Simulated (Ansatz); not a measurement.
## Molecular dynamics, with input and output: CH$_{4}$O$_{2}$Si (part 1 of 5)

The run: molecular dynamics of CH$_{4}$O$_{2}$Si, SMILES OC=[SiH]O. Method and program: RKS r2SCAN/STO-3G (Ansatz 0.2.0).

It belongs to a series of runs on one base structure; here: dynamics from the start. Figures and captions count atoms from 1; the log counts them from 0 in places.

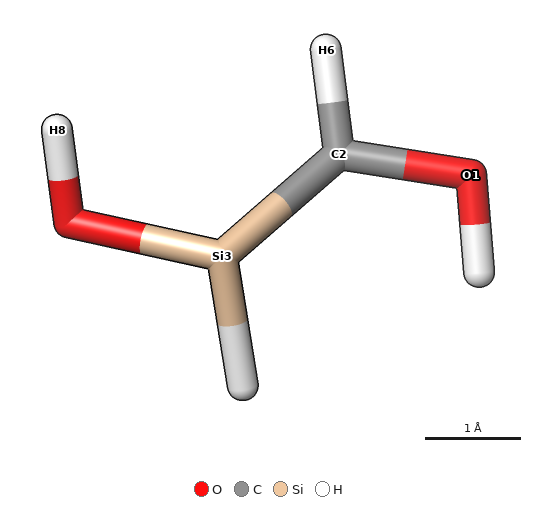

The starting structure (stick view, seen on its broad side; atoms are numbered from 1 in the order of the input). Bond lengths as drawn: C–H 1.11 Å, C–O 1.41 Å, C–Si 1.78 Å, H–O 1.02 to 1.03 Å, H–Si 1.46 Å and O–Si 1.73 Å.

### Results in brief

- outcome: finished
- mean temperature over the second half: 151 K
- trajectory: 150 steps, 150 fs
- ensemble: nve
- temperature in the input: 300.0 K
- time step: 1.0 fs
- potential energy (last step): −12907.6712 eV
- mean-field energy (last step): −12907.6712 eV
- largest force (length of the vector) (last step): 1.886 eV/Å
- hardware: 1 thread of Arm Neoverse V1, 24 GiB of memory available, shared host
- wall time: 5.3 min
- peak memory: 0.1 GiB

### Remarks

So short a trajectory is not equilibrated.

### Input file
```yaml
crystal:
  periodic: [false, false, false]
  atoms:
    - { symbol: O, position_ang: [-0.943129, 1.848035, -0.264572] }
    - { symbol: C, position_ang: [-0.634734, 0.565654, 0.226749] }
    - { symbol: Si, position_ang: [0.858204, -0.353565, -0.090543] }
    - { symbol: O, position_ang: [0.744159, -2.025616, 0.319036] }
    - { symbol: H, position_ang: [-0.507911, 1.860575, -1.19504] }
    - { symbol: H, position_ang: [-1.126533, 0.488322, 1.217831] }
    - { symbol: H, position_ang: [1.109348, -0.372285, -1.525269] }
    - { symbol: H, position_ang: [0.500587, -2.01112, 1.311808] }
basis:
  gaussian: { orbitals: STO-3G }
hamiltonian:
  xc: r2scan
md:
  timestep: 1.0
  n_steps: 150
  ensemble: nve
  temperature: 300.0
  initial_velocities: maxwell_boltzmann
  seed: 589313
```

Launched with:
```bash
ansatz run input.yaml --threads 1 --pin off --max-ram 2048MiB --backend cpu --events-out ev --progress --plain --runs-dir out
```

### What the program printed
```
Engine: ansatz 0.2.0, aarch64-unknown-linux-gnu
Functional definition: r2SCAN
  parameter k0 = 0.174
  parameter k1 = 0.065
  parameter a1 = 4.9479
  exchange = r2scan_x(k0 = k0, k1 = k1, a1 = a1)
  correlation = r2scan_c
397 factors; integrals over basis functions are off by at most 1.3e-5 eV
mean field evaluation 1: about -12905.6910 eV, gradient 2.4e1 eV
mean field evaluation 2: about -12900.6240 eV, gradient 4.1e1 eV
mean field evaluation 4: about -12907.7708 eV, gradient 4.1e0 eV
mean field evaluation 8: about -12907.7590 eV, gradient 1.5e-1 eV
mean field -12907.75907598 eV, -474.3513968489 hartree, gradient 9.5e-6 eV, S^2 0.000000; 0 other end points of the search recorded, 0 dependent functions left out
the calculation of the forces begins
reference -12907.75908141 eV, -474.3513970485 hartree; 20, 20 occupied and 8, 8 virtual orbitals, 397 factors
md step     0: t =     0.00 fs  T =   300.0 K  F+E_penalty+E_count = -12907.75907598 eV  E_kin = 0.232668 eV  conserved = -12907.52640798 eV  (23 SCF iters)
these checks for a lower state are left out or cut short: starts, cluster_reference, orbital_swaps, neighbouring_geometries, increment
397 factors; integrals over basis functions are off by at most 1.2e-5 eV
mean field evaluation 16: about -12907.8104 eV, gradient 1.0e0 eV
mean field -12907.74373036 eV, -474.3508329079 hartree, gradient 1.9e-5 eV, S^2 0.000000; 0 other end points of the search recorded, 0 dependent functions left out
the calculation of the forces begins
reference -12907.74373579 eV, -474.3508331072 hartree; 20, 20 occupied and 8, 8 virtual orbitals, 397 factors
md step     1: t =     1.00 fs  T =   281.8 K  F+E_penalty+E_count = -12907.74373036 eV  E_kin = 0.218544 eV  conserved = -12907.52518601 eV  (30 SCF iters)
[... from here on the SCF iterations and repeated set-up lines of each step are left out, up to the last step ...]
md step     2: t =     2.00 fs  T =   245.9 K  F+E_penalty+E_count = -12907.71432807 eV  E_kin = 0.190739 eV  conserved = -12907.52358945 eV  (30 SCF iters)
md step     3: t =     3.00 fs  T =   220.5 K  F+E_penalty+E_count = -12907.69457254 eV  E_kin = 0.170999 eV  conserved = -12907.52357334 eV  (29 SCF iters)
md step     4: t =     4.00 fs  T =   206.3 K  F+E_penalty+E_count = -12907.68488449 eV  E_kin = 0.160004 eV  conserved = -12907.52488027 eV  (29 SCF iters)
md step     5: t =     5.00 fs  T =   182.1 K  F+E_penalty+E_count = -12907.66649694 eV  E_kin = 0.141197 eV  conserved = -12907.52530005 eV  (29 SCF iters)
md step     6: t =     6.00 fs  T =   143.3 K  F+E_penalty+E_count = -12907.63462611 eV  E_kin = 0.111147 eV  conserved = -12907.52347952 eV  (29 SCF iters)
md step     7: t =     7.00 fs  T =   118.9 K  F+E_penalty+E_count = -12907.61477237 eV  E_kin = 0.092228 eV  conserved = -12907.52254476 eV  (29 SCF iters)
md step     8: t =     8.00 fs  T =   122.3 K  F+E_penalty+E_count = -12907.61930451 eV  E_kin = 0.094865 eV  conserved = -12907.52443991 eV  (30 SCF iters)
md step     9: t =     9.00 fs  T =   125.2 K  F+E_penalty+E_count = -12907.62257080 eV  E_kin = 0.097079 eV  conserved = -12907.52549195 eV  (30 SCF iters)
md step    10: t =    10.00 fs  T =   108.7 K  F+E_penalty+E_count = -12907.60867257 eV  E_kin = 0.084339 eV  conserved = -12907.52433400 eV  (30 SCF iters)
md step    11: t =    11.00 fs  T =    90.4 K  F+E_penalty+E_count = -12907.59324988 eV  E_kin = 0.070089 eV  conserved = -12907.52316084 eV  (29 SCF iters)
md step    12: t =    12.00 fs  T =    90.3 K  F+E_penalty+E_count = -12907.59354698 eV  E_kin = 0.070006 eV  conserved = -12907.52354087 eV  (28 SCF iters)
md step    13: t =    13.00 fs  T =   101.9 K  F+E_penalty+E_count = -12907.60397864 eV  E_kin = 0.079034 eV  conserved = -12907.52494487 eV  (30 SCF iters)
md step    14: t =    14.00 fs  T =   102.5 K  F+E_penalty+E_count = -12907.60461097 eV  E_kin = 0.079484 eV  conserved = -12907.52512693 eV  (30 SCF iters)
md step    15: t =    15.00 fs  T =    91.7 K  F+E_penalty+E_count = -12907.59429677 eV  E_kin = 0.071086 eV  conserved = -12907.52321112 eV  (25 SCF iters)
md step    16: t =    16.00 fs  T =    99.3 K  F+E_penalty+E_count = -12907.59972275 eV  E_kin = 0.077050 eV  conserved = -12907.52267325 eV  (30 SCF iters)
md step    17: t =    17.00 fs  T =   133.1 K  F+E_penalty+E_count = -12907.62790980 eV  E_kin = 0.103201 eV  conserved = -12907.52470856 eV  (29 SCF iters)
md step    18: t =    18.00 fs  T =   162.0 K  F+E_penalty+E_count = -12907.65109178 eV  E_kin = 0.125621 eV  conserved = -12907.52547097 eV  (29 SCF iters)
md step    19: t =    19.00 fs  T =   171.4 K  F+E_penalty+E_count = -12907.65719855 eV  E_kin = 0.132938 eV  conserved = -12907.52426005 eV  (29 SCF iters)
md step    20: t =    20.00 fs  T =   179.5 K  F+E_penalty+E_count = -12907.66267930 eV  E_kin = 0.139231 eV  conserved = -12907.52344879 eV  (28 SCF iters)
md step    21: t =    21.00 fs  T =   199.9 K  F+E_penalty+E_count = -12907.67932168 eV  E_kin = 0.154996 eV  conserved = -12907.52432543 eV  (28 SCF iters)
md step    22: t =    22.00 fs  T =   216.9 K  F+E_penalty+E_count = -12907.69411881 eV  E_kin = 0.168214 eV  conserved = -12907.52590527 eV  (29 SCF iters)
md step    23: t =    23.00 fs  T =   205.5 K  F+E_penalty+E_count = -12907.68503319 eV  E_kin = 0.159385 eV  conserved = -12907.52564785 eV  (29 SCF iters)
md step    24: t =    24.00 fs  T =   173.0 K  F+E_penalty+E_count = -12907.65758749 eV  E_kin = 0.134190 eV  conserved = -12907.52339747 eV  (29 SCF iters)
md step    25: t =    25.00 fs  T =   154.5 K  F+E_penalty+E_count = -12907.64310091 eV  E_kin = 0.119786 eV  conserved = -12907.52331449 eV  (29 SCF iters)
md step    26: t =    26.00 fs  T =   151.9 K  F+E_penalty+E_count = -12907.64309069 eV  E_kin = 0.117800 eV  conserved = -12907.52529090 eV  (30 SCF iters)
md step    27: t =    27.00 fs  T =   135.9 K  F+E_penalty+E_count = -12907.63065801 eV  E_kin = 0.105434 eV  conserved = -12907.52522353 eV  (30 SCF iters)
md step    28: t =    28.00 fs  T =   105.4 K  F+E_penalty+E_count = -12907.60531844 eV  E_kin = 0.081776 eV  conserved = -12907.52354261 eV  (30 SCF iters)
md step    29: t =    29.00 fs  T =    87.4 K  F+E_penalty+E_count = -12907.59072224 eV  E_kin = 0.067802 eV  conserved = -12907.52292068 eV  (29 SCF iters)
md step    30: t =    30.00 fs  T =    92.6 K  F+E_penalty+E_count = -12907.59601250 eV  E_kin = 0.071816 eV  conserved = -12907.52419639 eV  (30 SCF iters)
md step    31: t =    31.00 fs  T =    99.2 K  F+E_penalty+E_count = -12907.60256874 eV  E_kin = 0.076915 eV  conserved = -12907.52565337 eV  (30 SCF iters)
md step    32: t =    32.00 fs  T =    85.1 K  F+E_penalty+E_count = -12907.59068151 eV  E_kin = 0.066014 eV  conserved = -12907.52466737 eV  (30 SCF iters)
md step    33: t =    33.00 fs  T =    68.3 K  F+E_penalty+E_count = -12907.57554728 eV  E_kin = 0.052948 eV  conserved = -12907.52259967 eV  (25 SCF iters)
md step    34: t =    34.00 fs  T =    79.5 K  F+E_penalty+E_count = -12907.58519205 eV  E_kin = 0.061638 eV  conserved = -12907.52355413 eV  (30 SCF iters)
md step    35: t =    35.00 fs  T =   105.5 K  F+E_penalty+E_count = -12907.60717805 eV  E_kin = 0.081843 eV  conserved = -12907.52533514 eV  (29 SCF iters)
md step    36: t =    36.00 fs  T =   118.2 K  F+E_penalty+E_count = -12907.61634740 eV  E_kin = 0.091685 eV  conserved = -12907.52466197 eV  (29 SCF iters)
md step    37: t =    37.00 fs  T =   125.7 K  F+E_penalty+E_count = -12907.62066778 eV  E_kin = 0.097473 eV  conserved = -12907.52319441 eV  (30 SCF iters)
md step    38: t =    38.00 fs  T =   151.9 K  F+E_penalty+E_count = -12907.64106195 eV  E_kin = 0.117790 eV  conserved = -12907.52327219 eV  (29 SCF iters)
md step    39: t =    39.00 fs  T =   194.9 K  F+E_penalty+E_count = -12907.67617641 eV  E_kin = 0.151166 eV  conserved = -12907.52501063 eV  (28 SCF iters)
md step    40: t =    40.00 fs  T =   224.8 K  F+E_penalty+E_count = -12907.70049921 eV  E_kin = 0.174313 eV  conserved = -12907.52618643 eV  (28 SCF iters)
md step    41: t =    41.00 fs  T =   223.6 K  F+E_penalty+E_count = -12907.69813200 eV  E_kin = 0.173379 eV  conserved = -12907.52475293 eV  (28 SCF iters)
md step    42: t =    42.00 fs  T =   213.8 K  F+E_penalty+E_count = -12907.68919320 eV  E_kin = 0.165810 eV  conserved = -12907.52338358 eV  (27 SCF iters)
md step    43: t =    43.00 fs  T =   215.3 K  F+E_penalty+E_count = -12907.69185269 eV  E_kin = 0.166967 eV  conserved = -12907.52488574 eV  (30 SCF iters)
md step    44: t =    44.00 fs  T =   207.1 K  F+E_penalty+E_count = -12907.68646485 eV  E_kin = 0.160626 eV  conserved = -12907.52583910 eV  (30 SCF iters)
md step    45: t =    45.00 fs  T =   173.8 K  F+E_penalty+E_count = -12907.65924704 eV  E_kin = 0.134797 eV  conserved = -12907.52445000 eV  (29 SCF iters)
md step    46: t =    46.00 fs  T =   137.1 K  F+E_penalty+E_count = -12907.62933847 eV  E_kin = 0.106347 eV  conserved = -12907.52299178 eV  (29 SCF iters)
md step    47: t =    47.00 fs  T =   122.5 K  F+E_penalty+E_count = -12907.61828871 eV  E_kin = 0.095033 eV  conserved = -12907.52325600 eV  (28 SCF iters)
md step    48: t =    48.00 fs  T =   125.6 K  F+E_penalty+E_count = -12907.62223863 eV  E_kin = 0.097424 eV  conserved = -12907.52481442 eV  (28 SCF iters)
md step    49: t =    49.00 fs  T =   120.4 K  F+E_penalty+E_count = -12907.61870527 eV  E_kin = 0.093343 eV  conserved = -12907.52536244 eV  (30 SCF iters)
md step    50: t =    50.00 fs  T =    99.7 K  F+E_penalty+E_count = -12907.60098150 eV  E_kin = 0.077312 eV  conserved = -12907.52366955 eV  (30 SCF iters)
md step    51: t =    51.00 fs  T =    89.6 K  F+E_penalty+E_count = -12907.59249924 eV  E_kin = 0.069525 eV  conserved = -12907.52297469 eV  (25 SCF iters)
md step    52: t =    52.00 fs  T =   100.0 K  F+E_penalty+E_count = -12907.60236764 eV  E_kin = 0.077567 eV  conserved = -12907.52480028 eV  (29 SCF iters)
md step    53: t =    53.00 fs  T =   104.0 K  F+E_penalty+E_count = -12907.60604060 eV  E_kin = 0.080640 eV  conserved = -12907.52540042 eV  (30 SCF iters)
md step    54: t =    54.00 fs  T =    90.5 K  F+E_penalty+E_count = -12907.59411378 eV  E_kin = 0.070196 eV  conserved = -12907.52391769 eV  (30 SCF iters)
md step    55: t =    55.00 fs  T =    83.0 K  F+E_penalty+E_count = -12907.58714432 eV  E_kin = 0.064367 eV  conserved = -12907.52277695 eV  (29 SCF iters)
md step    56: t =    56.00 fs  T =   101.3 K  F+E_penalty+E_count = -12907.60195978 eV  E_kin = 0.078549 eV  conserved = -12907.52341117 eV  (29 SCF iters)
md step    57: t =    57.00 fs  T =   134.4 K  F+E_penalty+E_count = -12907.62920596 eV  E_kin = 0.104197 eV  conserved = -12907.52500873 eV  (29 SCF iters)
md step    58: t =    58.00 fs  T =   156.1 K  F+E_penalty+E_count = -12907.64620286 eV  E_kin = 0.121032 eV  conserved = -12907.52517107 eV  (30 SCF iters)
md step    59: t =    59.00 fs  T =   165.7 K  F+E_penalty+E_count = -12907.65189530 eV  E_kin = 0.128494 eV  conserved = -12907.52340106 eV  (28 SCF iters)
md step    60: t =    60.00 fs  T =   189.4 K  F+E_penalty+E_count = -12907.67035165 eV  E_kin = 0.146911 eV  conserved = -12907.52344026 eV  (29 SCF iters)
md step    61: t =    61.00 fs  T =   225.3 K  F+E_penalty+E_count = -12907.70044939 eV  E_kin = 0.174760 eV  conserved = -12907.52568927 eV  (28 SCF iters)
md step    62: t =    62.00 fs  T =   238.8 K  F+E_penalty+E_count = -12907.71126224 eV  E_kin = 0.185208 eV  conserved = -12907.52605464 eV  (28 SCF iters)
md step    63: t =    63.00 fs  T =   221.9 K  F+E_penalty+E_count = -12907.69646291 eV  E_kin = 0.172065 eV  conserved = -12907.52439798 eV  (28 SCF iters)
md step    64: t =    64.00 fs  T =   201.4 K  F+E_penalty+E_count = -12907.67953627 eV  E_kin = 0.156177 eV  conserved = -12907.52335977 eV  (28 SCF iters)
md step    65: t =    65.00 fs  T =   195.7 K  F+E_penalty+E_count = -12907.67598347 eV  E_kin = 0.151814 eV  conserved = -12907.52416992 eV  (28 SCF iters)
md step    66: t =    66.00 fs  T =   191.4 K  F+E_penalty+E_count = -12907.67402096 eV  E_kin = 0.148426 eV  conserved = -12907.52559471 eV  (29 SCF iters)
md step    67: t =    67.00 fs  T =   166.5 K  F+E_penalty+E_count = -12907.65414074 eV  E_kin = 0.129155 eV  conserved = -12907.52498609 eV  (29 SCF iters)
md step    68: t =    68.00 fs  T =   133.6 K  F+E_penalty+E_count = -12907.62645531 eV  E_kin = 0.103633 eV  conserved = -12907.52282198 eV  (29 SCF iters)
md step    69: t =    69.00 fs  T =   124.9 K  F+E_penalty+E_count = -12907.62030475 eV  E_kin = 0.096884 eV  conserved = -12907.52342037 eV  (25 SCF iters)
md step    70: t =    70.00 fs  T =   131.6 K  F+E_penalty+E_count = -12907.62767847 eV  E_kin = 0.102097 eV  conserved = -12907.52558136 eV  (28 SCF iters)
md step    71: t =    71.00 fs  T =   120.3 K  F+E_penalty+E_count = -12907.61853908 eV  E_kin = 0.093264 eV  conserved = -12907.52527492 eV  (29 SCF iters)
md step    72: t =    72.00 fs  T =    92.9 K  F+E_penalty+E_count = -12907.59561159 eV  E_kin = 0.072078 eV  conserved = -12907.52353388 eV  (30 SCF iters)
md step    73: t =    73.00 fs  T =    78.2 K  F+E_penalty+E_count = -12907.58366100 eV  E_kin = 0.060649 eV  conserved = -12907.52301166 eV  (29 SCF iters)
md step    74: t =    74.00 fs  T =    85.3 K  F+E_penalty+E_count = -12907.59042692 eV  E_kin = 0.066134 eV  conserved = -12907.52429263 eV  (30 SCF iters)
md step    75: t =    75.00 fs  T =    93.0 K  F+E_penalty+E_count = -12907.59749141 eV  E_kin = 0.072099 eV  conserved = -12907.52539270 eV  (30 SCF iters)
md step    76: t =    76.00 fs  T =    86.1 K  F+E_penalty+E_count = -12907.59071780 eV  E_kin = 0.066761 eV  conserved = -12907.52395663 eV  (29 SCF iters)
md step    77: t =    77.00 fs  T =    88.8 K  F+E_penalty+E_count = -12907.59117286 eV  E_kin = 0.068853 eV  conserved = -12907.52231960 eV  (30 SCF iters)
md step    78: t =    78.00 fs  T =   124.7 K  F+E_penalty+E_count = -12907.62064616 eV  E_kin = 0.096678 eV  conserved = -12907.52396815 eV  (30 SCF iters)
md step    79: t =    79.00 fs  T =   169.3 K  F+E_penalty+E_count = -12907.65690080 eV  E_kin = 0.131271 eV  conserved = -12907.52563026 eV  (30 SCF iters)
md step    80: t =    80.00 fs  T =   194.1 K  F+E_penalty+E_count = -12907.67535961 eV  E_kin = 0.150503 eV  conserved = -12907.52485684 eV  (30 SCF iters)
md step    81: t =    81.00 fs  T =   208.2 K  F+E_penalty+E_count = -12907.68522436 eV  E_kin = 0.161502 eV  conserved = -12907.52372226 eV  (30 SCF iters)
md step    82: t =    82.00 fs  T =   230.3 K  F+E_penalty+E_count = -12907.70270676 eV  E_kin = 0.178594 eV  conserved = -12907.52411240 eV  (29 SCF iters)
md step    83: t =    83.00 fs  T =   253.1 K  F+E_penalty+E_count = -12907.72196163 eV  E_kin = 0.196284 eV  conserved = -12907.52567716 eV  (29 SCF iters)
md step    84: t =    84.00 fs  T =   250.8 K  F+E_penalty+E_count = -12907.72056707 eV  E_kin = 0.194472 eV  conserved = -12907.52609507 eV  (29 SCF iters)
md step    85: t =    85.00 fs  T =   219.3 K  F+E_penalty+E_count = -12907.69414234 eV  E_kin = 0.170069 eV  conserved = -12907.52407329 eV  (29 SCF iters)
md step    86: t =    86.00 fs  T =   191.2 K  F+E_penalty+E_count = -12907.67132942 eV  E_kin = 0.148325 eV  conserved = -12907.52300450 eV  (28 SCF iters)
md step    87: t =    87.00 fs  T =   183.5 K  F+E_penalty+E_count = -12907.66694140 eV  E_kin = 0.142297 eV  conserved = -12907.52464405 eV  (24 SCF iters)
md step    88: t =    88.00 fs  T =   172.9 K  F+E_penalty+E_count = -12907.65935429 eV  E_kin = 0.134126 eV  conserved = -12907.52522782 eV  (30 SCF iters)
md step    89: t =    89.00 fs  T =   148.8 K  F+E_penalty+E_count = -12907.63926363 eV  E_kin = 0.115383 eV  conserved = -12907.52388025 eV  (30 SCF iters)
md step    90: t =    90.00 fs  T =   131.5 K  F+E_penalty+E_count = -12907.62496266 eV  E_kin = 0.101978 eV  conserved = -12907.52298423 eV  (28 SCF iters)
md step    91: t =    91.00 fs  T =   136.2 K  F+E_penalty+E_count = -12907.62945262 eV  E_kin = 0.105629 eV  conserved = -12907.52382366 eV  (29 SCF iters)
md step    92: t =    92.00 fs  T =   147.9 K  F+E_penalty+E_count = -12907.64018633 eV  E_kin = 0.114727 eV  conserved = -12907.52545976 eV  (30 SCF iters)
md step    93: t =    93.00 fs  T =   139.8 K  F+E_penalty+E_count = -12907.63390170 eV  E_kin = 0.108444 eV  conserved = -12907.52545738 eV  (30 SCF iters)
md step    94: t =    94.00 fs  T =   114.4 K  F+E_penalty+E_count = -12907.61212116 eV  E_kin = 0.088730 eV  conserved = -12907.52339072 eV  (30 SCF iters)
md step    95: t =    95.00 fs  T =   103.7 K  F+E_penalty+E_count = -12907.60352512 eV  E_kin = 0.080429 eV  conserved = -12907.52309587 eV  (28 SCF iters)
md step    96: t =    96.00 fs  T =   112.4 K  F+E_penalty+E_count = -12907.61220136 eV  E_kin = 0.087211 eV  conserved = -12907.52499019 eV  (29 SCF iters)
md step    97: t =    97.00 fs  T =   112.7 K  F+E_penalty+E_count = -12907.61247440 eV  E_kin = 0.087374 eV  conserved = -12907.52510016 eV  (29 SCF iters)
md step    98: t =    98.00 fs  T =   100.8 K  F+E_penalty+E_count = -12907.60163667 eV  E_kin = 0.078207 eV  conserved = -12907.52343006 eV  (28 SCF iters)
```
